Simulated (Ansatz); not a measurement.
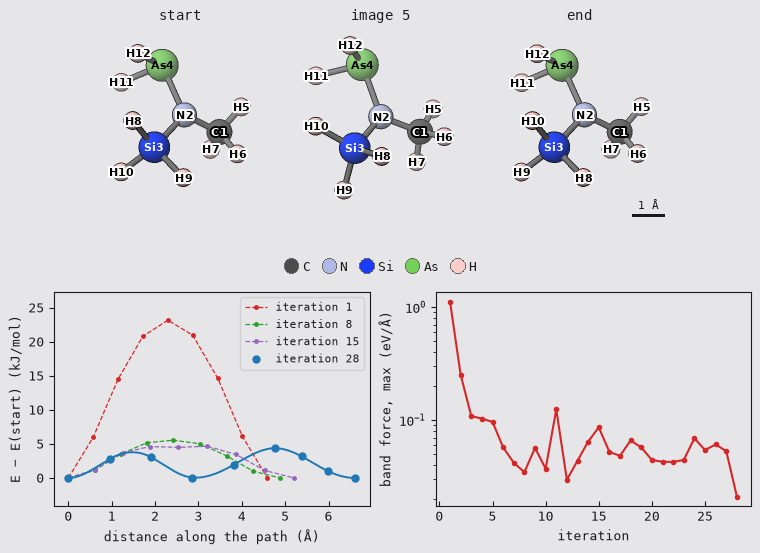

NEB run on CH₈AsNSi. Images are numbered from 0 (start) to 8 (end). The plot follows the band through its iterations. Style: ball-and-stick. Shown from a free direction.

These are results of Ansatz 0.2.0, RKS PBE-D4/def2-SVP, not measurements.

Input
```yaml
crystal:
  periodic: [false, false, false]
  atoms:
    - { symbol: C, position_ang: [-0.829845, 1.273011, -0.559009] }
    - { symbol: "N", position_ang: [-0.379802, 0.00135, 0.003962] }
    - { symbol: Si, position_ang: [1.042663, -0.056903, 1.031553] }
    - { symbol: As, position_ang: [-0.954809, -1.524224, -0.934997] }
    - { symbol: H, position_ang: [-1.893599, 1.208717, -0.87552] }
    - { symbol: H, position_ang: [-0.765181, 2.072509, 0.210145] }
    - { symbol: H, position_ang: [-0.241646, 1.618088, -1.443786] }
    - { symbol: H, position_ang: [0.971242, -1.297675, 1.877505] }
    - { symbol: H, position_ang: [1.037113, 1.175008, 1.90026] }
    - { symbol: H, position_ang: [2.355058, -0.091173, 0.277987] }
    - { symbol: H, position_ang: [0.371632, -1.916484, -1.656814] }
    - { symbol: H, position_ang: [-0.635727, -2.517325, 0.202814] }
basis:
  gaussian: { orbitals: def2-SVP }
hamiltonian:
  xc: pbe
  dispersion: d4
neb:
  order_check: false
  images: 7
  f_tol: 0.03
  max_iterations: 60
  initial_path: idpp
  final_atoms:
    - { symbol: C, position_ang: [-0.99818054, 1.2168185, -0.3786547] }
    - { symbol: "N", position_ang: [-0.37582942, -0.05324477, -0.00903889] }
    - { symbol: Si, position_ang: [1.02434879, -0.07832064, 1.05013056] }
    - { symbol: As, position_ang: [-0.71242495, -1.47218979, -1.19817776] }
    - { symbol: H, position_ang: [-2.03646664, 1.05507044, -0.7415811] }
    - { symbol: H, position_ang: [-1.06175472, 1.88067754, 0.51021205] }
    - { symbol: H, position_ang: [-0.45402003, 1.78141844, -1.17447625] }
    - { symbol: H, position_ang: [0.82853119, 0.9869321, 2.09873322] }
    - { symbol: H, position_ang: [2.34016871, 0.19044059, 0.35153831] }
    - { symbol: H, position_ang: [1.11683745, -1.43666057, 1.68810337] }
    - { symbol: H, position_ang: [0.66169384, -1.54306154, -1.93404909] }
    - { symbol: H, position_ang: [-0.25580469, -2.5829813, -0.22863972] }
```

Command:
```bash
ansatz run input.yaml --threads 2 --pin off --max-ram 3072MiB --backend cpu --events-out ev --progress --plain --runs-dir out
```

Question: How did the profile develop, and is the result final?

Answer: The run is converged, with reservations. The band converged in 28 iterations. The largest component of the band force went from 1.1 to 0.021 eV/Å. The climbing image converged on the top of the path. Its vibrational analysis gives one imaginary mode (118i cm⁻¹), as a transition state must have. The first iteration put the highest image at 23.17 kJ/mol. The two ends have the same energy, and the highest point, image 5, lies 4.37 kJ/mol above the start. The profile has 2 maxima (images 2, 5) with a dip at image 3 (+0.06 kJ/mol), so the process runs in steps.
